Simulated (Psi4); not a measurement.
# Run report: CH7FSi2, property calculation (part 2 of 2)

Continued. System: CH7FSi2. Method: TPSS/cc-pVQZ, RKS (Psi4 1.11). The geometry comes from this level: PBE0-D4/def2-TZVP.

Geometry of the input (Å):
```
F  -1.6291  1.6674  0.2020
Si -0.0692  1.4984  0.5344
C  0.3492  -0.3059  0.6055
Si -0.1572  -1.3069  -0.8997
H  0.6940  2.1729  -0.5450
H  0.1757  2.1775  1.8314
H  1.4371  -0.3852  0.7226
H  -0.1013  -0.7511  1.4989
H  -1.6364  -1.3884  -0.9957
H  0.3699  -0.6657  -2.1341
H  0.3926  -2.6860  -0.8122
```

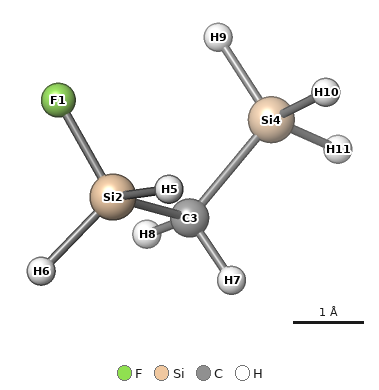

The structure (ball-and-stick view, seen at a tilt; atoms are numbered from 1 in the order of the input).

The program's output, continued
```
     173A      2.250956   174A      2.260320   175A      2.269119
     176A      2.274791   177A      2.293828   178A      2.310039
     179A      2.312929   180A      2.327926   181A      2.337526
     182A      2.359715   183A      2.361808   184A      2.365620
     185A      2.385591   186A      2.389139   187A      2.416995
     188A      2.425208   189A      2.444936   190A      2.467045
     191A      2.487319   192A      2.509314   193A      2.521971
     194A      2.527970   195A      2.538466   196A      2.555614
     197A      2.567439   198A      2.599661   199A      2.618423
     200A      2.629014   201A      2.659088   202A      2.676919
     203A      2.693372   204A      2.720762   205A      2.724495
     206A      2.752867   207A      2.762726   208A      2.777347
     209A      2.799802   210A      2.828535   211A      2.832884
     212A      2.861356   213A      2.870486   214A      2.886753
     215A      2.908269   216A      2.925842   217A      2.934401
     218A      2.953976   219A      2.971163   220A      2.978994
     221A      3.008859   222A      3.040795   223A      3.060072
     224A      3.084367   225A      3.131181   226A      3.194403
     227A      3.201980   228A      3.229094   229A      3.244583
     230A      3.256364   231A      3.280622   232A      3.293456
     233A      3.321519   234A      3.339357   235A      3.398249
     236A      3.427492   237A      3.458742   238A      3.475571
     239A      3.481016   240A      3.496579   241A      3.523579
     242A      3.543897   243A      3.562918   244A      3.577053
     245A      3.606985   246A      3.644897   247A      3.661473
     248A      3.688235   249A      3.730111   250A      3.758954
     251A      3.807644   252A      3.818382   253A      3.868457
     254A      3.895718   255A      3.970056   256A      4.212818
     257A      4.273502   258A      4.504068   259A      4.512486
     260A      4.649151   261A      4.773517   262A      4.794525
     263A      5.063868   264A      5.152766   265A      5.187629
     266A      5.321135   267A      5.345929   268A      5.377585
     269A      5.390112   270A      5.539579   271A      5.638690
     272A      5.674194   273A      5.691198   274A      5.716716
     275A      5.766890   276A      5.785776   277A      5.867201
     278A      5.900112   279A      5.929666   280A      5.931841
     281A      5.948432   282A      5.954524   283A      5.969562
     284A      5.988372   285A      5.996754   286A      6.024764
     287A      6.041680   288A      6.061136   289A      6.072560
     290A      6.080882   291A      6.114127   292A      6.148197
     293A      6.171828   294A      6.182587   295A      6.230200
     296A      6.240879   297A      6.273320   298A      6.283435
     299A      6.290876   300A      6.327786   301A      6.340959
     302A      6.346474   303A      6.379992   304A      6.442213
     305A      6.467857   306A      6.471490   307A      6.492871
     308A      6.502378   309A      6.535341   310A      6.551005
     311A      6.588841   312A      6.632671   313A      6.647047
     314A      6.680080   315A      6.712139   316A      6.726313
     317A      6.732464   318A      6.738170   319A      6.751162
     320A      6.777259   321A      6.799394   322A      6.837061
     323A      6.850764   324A      6.877275   325A      6.896798
     326A      6.919241   327A      6.930593   328A      6.988834
     329A      6.996175   330A      7.054548   331A      7.073982
     332A      7.240924   333A      7.504346   334A      7.545680
     335A      7.587205   336A      7.602055   337A      7.624473
     338A      7.639996   339A      7.725802   340A      7.756780
     341A      7.848368   342A      7.861629   343A      7.878448
     344A      7.918291   345A      7.935016   346A      7.971845
     347A      7.985336   348A      8.003505   349A      8.012848
     350A      8.027532   351A      8.115001   352A      8.161257
     353A      8.172603   354A      8.192069   355A      8.212582
     356A      8.244469   357A      8.269374   358A      8.279039
     359A      8.305218   360A      8.311048   361A      8.356357
     362A      8.362770   363A      8.394758   364A      8.421798
     365A      8.431283   366A      8.439430   367A      8.450718
     368A      8.464628   369A      8.472442   370A      8.473562
     371A      8.482248   372A      8.499844   373A      8.518946
     374A      8.520597   375A      8.543906   376A      8.614909
     377A      8.778803   378A      8.867895   379A      8.971130
     380A      8.997793   381A      9.017764   382A      9.024058
     383A      9.065662   384A      9.093278   385A      9.110590
     386A      9.130590   387A      9.145821   388A      9.152137
     389A      9.167661   390A      9.187581   391A      9.207493
     392A      9.280423   393A      9.427679   394A      9.433692
     395A      9.473839   396A      9.587961   397A      9.634288
     398A      9.665387   399A      9.894885   400A      9.977304
     401A     10.137270   402A     10.171912   403A     10.194680
     404A     10.415953   405A     10.507264   406A     10.525355
     407A     10.560411   408A     10.583539   409A     11.479470
     410A     11.484621   411A     11.485267   412A     11.491470
     413A     11.502128   414A     11.537785   415A     11.551422
     416A     11.558185   417A     11.563396   418A     11.830571
     419A     12.371257   420A     12.415830   421A     12.552463
     422A     12.738880   423A     13.113874   424A     13.628139
     425A     14.596849   426A     14.616962   427A     14.750655
     428A     14.758297   429A     14.982253   430A     14.990794
     431A     15.235766   432A     15.865748   433A     15.884210
     434A     16.189610   435A     16.217586   436A     16.271834
     437A     25.026929   438A     52.522928

    Final Occupation by Irrep:
              A
    DOCC [    25 ]
    NA   [    25 ]
    NB   [    25 ]

  @DF-RKS Final Energy:  -721.37871794162777

   => Energetics <=

    Nuclear Repulsion Energy =            223.3244812765101983
    One-Electron Energy =               -1442.1598501984615268
    Two-Electron Energy =                 557.9443859053681081
    DFT Exchange-Correlation Energy =     -60.4877349250444496
    Empirical Dispersion Energy =           0.0000000000000000
    VV10 Nonlocal Energy =                  0.0000000000000000
    Total Energy =                       -721.3787179416277695

Computation Completed

Properties will be evaluated at   0.000000,   0.000000,   0.000000 [a0]

Properties computed using the SCF density matrix

 Multipole Moments:

 ------------------------------------------------------------------------------------
     Multipole            Electronic (a.u.)      Nuclear  (a.u.)        Total (a.u.)
 ------------------------------------------------------------------------------------

 L = 1.  Multiply by 2.5417464519 to convert [e a0] to [Debye]
 Dipole X            :         -4.1352828            4.6927971            0.5575143
 Dipole Y            :          4.6746710           -4.9164455           -0.2417745
 Dipole Z            :          0.9497979           -0.6323546            0.3174433
 Magnitude           :                                                    0.6856000

 ------------------------------------------------------------------------------------

	total time  =        315 seconds =       5.25 minutes

Properties will be evaluated at   0.000000,   0.000000,   0.000000 [a0]
OEProp: No title given, name of density matrix used for the following properties is 'SCF density'

 Multipole Moments:

 ------------------------------------------------------------------------------------
     Multipole            Electronic (a.u.)      Nuclear  (a.u.)        Total (a.u.)
 ------------------------------------------------------------------------------------

 L = 1.  Multiply by 2.5417464519 to convert [e a0] to [Debye]
 Dipole X            :         -4.1352828            4.6927971            0.5575143
 Dipole Y            :          4.6746710           -4.9164455           -0.2417745
 Dipole Z            :          0.9497979           -0.6323546            0.3174433
 Magnitude           :                                                    0.6856000

 L = 2.  Multiply by 1.3450342976 to convert [e a0^2] to [Debye ang]
 Quadrupole XX       :       -126.0060289           94.8495253          -31.1565036
 Quadrupole XY       :         62.6537021          -61.7123390            0.9413631
 Quadrupole XZ       :         -3.4968510            3.8419964            0.3451454
 Quadrupole YY       :       -377.0661369          345.3920609          -31.6740760
 Quadrupole YZ       :       -129.3549827          128.6344429           -0.7205398
 Quadrupole ZZ       :       -139.4541791          109.0069290          -30.4472501
 Traceless XX        :         88.1694194          -88.2333131           -0.0638937
 Traceless YY        :       -162.8906886          162.3092225           -0.5814661
 Traceless ZZ        :         74.7212692          -74.0759094            0.6453598

 ------------------------------------------------------------------------------------
  Mulliken Charges: (a.u.)
   Center  Symbol    Alpha    Beta     Spin     Total
       1     F     4.67191  4.67191  0.00000 -0.34383
       2    SI     6.61663  6.61663  0.00000  0.76674
       3     C     3.23247  3.23247  0.00000 -0.46494
       4    SI     6.76519  6.76519  0.00000  0.46961
       5     H     0.57637  0.57637  0.00000 -0.15274
       6     H     0.57105  0.57105  0.00000 -0.14211
       7     H     0.45496  0.45496  0.00000  0.09009
       8     H     0.44780  0.44780  0.00000  0.10439
       9     H     0.55148  0.55148  0.00000 -0.10296
      10     H     0.55575  0.55575  0.00000 -0.11151
      11     H     0.55637  0.55637  0.00000 -0.11275

   Total alpha = 25.00000, Total beta = 25.00000, Total charge =  0.00000

  Lowdin Charges: (a.u.)
   Center  Symbol    Alpha    Beta     Spin     Total
       1     F     4.31848  4.31848  0.00000  0.36305
       2    SI     7.07358  7.07358  0.00000 -0.14716
       3     C     2.92232  2.92232  0.00000  0.15535
       4    SI     6.82382  6.82382  0.00000  0.35236
       5     H     0.55604  0.55604  0.00000 -0.11207
       6     H     0.55950  0.55950  0.00000 -0.11900
       7     H     0.54174  0.54174  0.00000 -0.08349
       8     H     0.54330  0.54330  0.00000 -0.08660
       9     H     0.55286  0.55286  0.00000 -0.10571
      10     H     0.55210  0.55210  0.00000 -0.10419
      11     H     0.55626  0.55626  0.00000 -0.11252

  Total alpha = 25.00000, Total beta = 25.00000, Total charge =  0.00000

    Psi4 run time: 0:05:15.68
```

Summary

| quantity | value |
| --- | --- |
| outcome | converged |
| total energy | −721.378718 hartree |
| basis functions | 438 |
| HOMO | −7.74 eV |
| LUMO | −0.50 eV |
| dipole moment | 1.74 D |
| hardware | 1 thread of AMD EPYC (Zen 3), 24 GiB of memory available, shared host |
| wall time | 5.3 min |
| peak memory | 1.4 GiB |
